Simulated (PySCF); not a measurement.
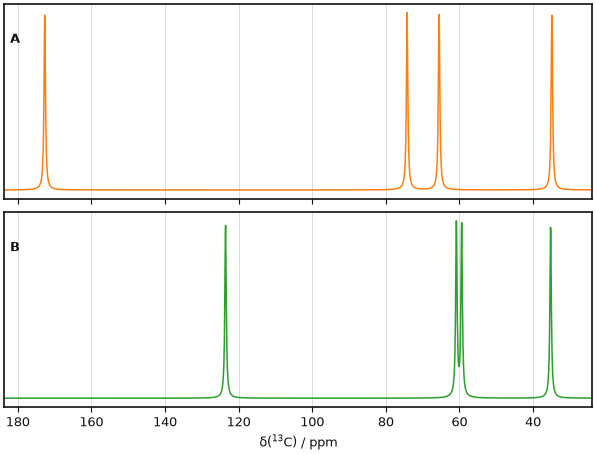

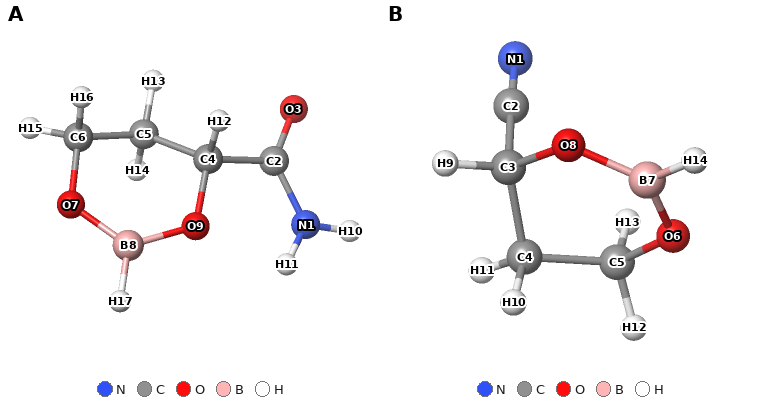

Related molecules: A is C₄H₈BNO₃, SMILES NC(=O)[C@H]1CCOBO1; B is C₄H₆BNO₂, SMILES N#C[C@H]1CCOBO1. GIAO ¹³C shifts against TMS, PBE0/pcSseg-1, PySCF, at a GFN2-xTB geometry (no frequency check); fully decoupled, line heights follow the number of nuclei within a panel, widths are arbitrary (no quadrupolar broadening); values of one conformer, averaged over methyl-type rotors and exact or near symmetry; other conformers aren't averaged in.

Question: Assign the ¹³C signals of each molecule.

Answer: A: 172.7 (C2); 74.2 (C4); 65.5 (C6); 34.9 (C5)
B: 123.5 (C2); 60.8 (C5); 59.4 (C3); 35.2 (C4)

The order of signals that lie close, as those under 2 ppm apart, is within the error of the method.

Caveats, for all or some of the runs: the tight-binding geometry is rougher than a DFT one and adds to the error.
